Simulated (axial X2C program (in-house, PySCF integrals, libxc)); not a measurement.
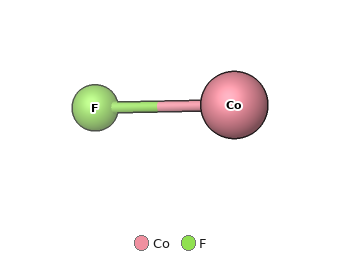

Fig. 1: The molecule at the reference distance of 1.741 Å.

## Relativistic diatomic calculation for CoF⁺

- system: CoF⁺. The reference is closed-shell CoF; the roots are the vertical energies to take an electron from it, which leaves states of CoF⁺. The distance is the PBE0 minimum at charge 0.
- method: EOM-IP-CCSD, two-component X2C with atomic mean-field Coulomb and Gaunt terms, Co dyall-cv3z, F dyall-av3z (cores contracted) (axial X2C program (in-house, PySCF integrals, libxc))

## Input file
```
{"zs": [27, 9], "q": 1, "bas": ["dyall-cv3z", "dyall-av3z"], "r0": 1.75, "eom": "ip", "rq": 0, "thr": -2.0, "nmax": 95, "grid": [1, 0.96, 1.045, 0.92, 1.09, 1.15]}
```

The line is the task of a batch: nuclear charges, charge, bases, a first guess of the distance and further settings. This report covers the levels named above. The log is that of the reference distance 1.741 Å.

Launched within a batch (the task file carries these settings):
```bash
python <driver script> task.json out
```

## Output
```
two-component X2C + atomic mean field  HF
basis functions 162  fitting functions 872  grid points 5077
iter        total energy     max residual
   1      -1490.866869472     2.51e-01
   2      -1490.968918238     1.28e-02
   3      -1490.971128940     1.39e-02
   4      -1490.973071843     4.09e-03
   5      -1490.973453684     3.15e-03
   6      -1490.973775869     1.86e-03
   7      -1490.973917361     7.20e-04
   8      -1490.973927801     3.64e-04
   9      -1490.973932033     4.07e-04
  10      -1490.973934441     3.79e-04
  11      -1490.973939562     2.61e-04
  12      -1490.973944918     2.18e-04
  13      -1490.973949708     1.69e-04
  14      -1490.973951734     1.01e-04
  15      -1490.973952399     7.31e-05
  16      -1490.973952760     6.22e-05
  17      -1490.973953090     4.28e-05
  18      -1490.973953262     2.67e-05
  19      -1490.973953308     9.44e-06
  20      -1490.973953315     3.60e-06
  21      -1490.973953315     1.25e-06
converged
one-electron -2218.81462512  Coulomb 723.15080159  exact exchange -68.76750458  xc functional 0.00000000  nuclear repulsion 73.85988642  atomic mean-field constant -0.40251162
correlated 16  virtual 248  natural virtual 88  E(MP2) -0.648058604  MP2 remainder -0.064932831
iter   CCSD correlation   residual
   1     -0.531093798   2.20e-01
   2     -0.554357152   1.25e-01
   3     -0.566827122   7.22e-02
   4     -0.571308390   4.44e-02
   5     -0.574199141   2.59e-02
   6     -0.575221285   1.30e-02
   7     -0.575625796   8.79e-03
   8     -0.575952205   5.36e-03
   9     -0.575955336   3.58e-03
  10     -0.576024646   2.46e-03
  11     -0.576010536   1.71e-03
  12     -0.576037412   1.17e-03
  13     -0.576042164   8.79e-04
  14     -0.576054771   6.76e-04
  15     -0.576059340   5.03e-04
  16     -0.576055886   3.58e-04
  17     -0.576051680   2.07e-04
  18     -0.576049686   1.40e-04
  19     -0.576045060   1.05e-04
  20     -0.576046350   7.07e-05
  21     -0.576043864   5.04e-05
  22     -0.576044156   3.30e-05
  23     -0.576043502   2.19e-05
  24     -0.576043188   1.58e-05
  25     -0.576042994   1.20e-05
  26     -0.576042825   9.64e-06
  27     -0.576042705   8.03e-06
  28     -0.576042831   6.38e-06
  29     -0.576042673   4.69e-06
  30     -0.576042781   3.47e-06
  31     -0.576042720   2.64e-06
  32     -0.576042721   2.06e-06
(T) -0.028817592284402106  T1 0.0379  D1 0.0861  max T2 0.134
EOM-IP-CCSD roots
2*Omega      energy/Eh   energy/eV  one-particle weight
    1       0.31645878      8.6113      0.877
    1       0.35300232      9.6057      0.859
    1       0.46809374     12.7375      0.584
    1       0.47798006     13.0065      0.252
    3       0.36535238      9.9417      0.828
    3       0.44805779     12.1923      0.136
    3       0.46378321     12.6202      0.647
    5       0.36608106      9.9616      0.848
```

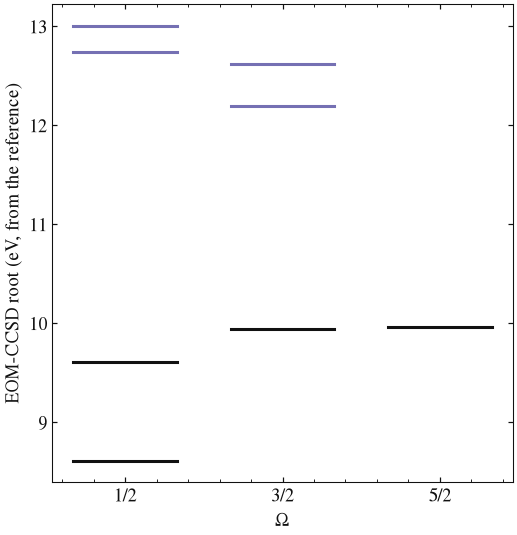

Fig. 2: EOM-CCSD roots by Ω at 1.74 Å; roots whose one-particle weight is under 0.8 have the second colour. The lowest has Ω = 1/2 and lies at 8.611 eV, with one-particle weight 0.88. 4 of the 8 roots are less well described at this level.

## Key numbers

- outcome: converged
- HF energy of the reference CoF: −1490.97395 hartree
- MP2 energy of the reference CoF: −1491.62201 hartree
- CCSD energy of the reference CoF (with the MP2 share of the virtual spinors left out of the coupled-cluster step): −1491.61493 hartree
- CCSD(T) energy of the reference CoF: −1491.64375 hartree
- T1 diagnostic (spinor form; for a closed shell √2 times the usual value): 0.038
- hardware: 1 thread of Arm Neoverse V2, 24 GiB of memory available, shared host
- wall time: 18 s
- peak memory: 0.95 GiB
